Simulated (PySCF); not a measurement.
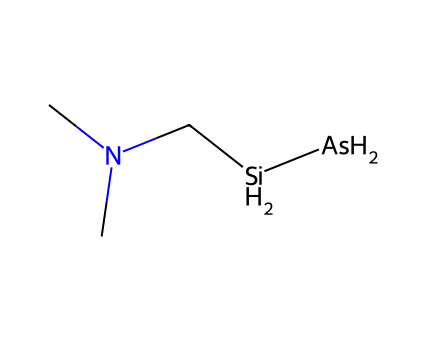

The computed structure is the end point of a GFN2-xTB optimisation. No frequency run is at hand to confirm it as a minimum. Properties computed with CAM-B3LYP/def2-SVPD, gas phase (PySCF 2.14.0). Excitations: vertical, linear response.

What does the calculation give?

The species is C3H12AsNSi (`CN(C)C[SiH2][AsH2]`).
- dipole moment: 1.66 D
- HOMO energy (Kohn–Sham orbital): −7.65 eV
- LUMO energy (Kohn–Sham orbital): 0.99 eV
- HOMO–LUMO gap: 8.64 eV
- mean static polarisability: 106.9 bohr³
- lowest vertical singlet excitation: 5.82 eV
- its oscillator strength: 0.033
- brightest of the 8 lowest singlets: 6.85 eV
- its oscillator strength: 0.20

The geometry is semi-empirical. Around As, Si such bond lengths and angles can be off by a tenth of an ångström or more and by several degrees, and values that hang on the shape move with them.
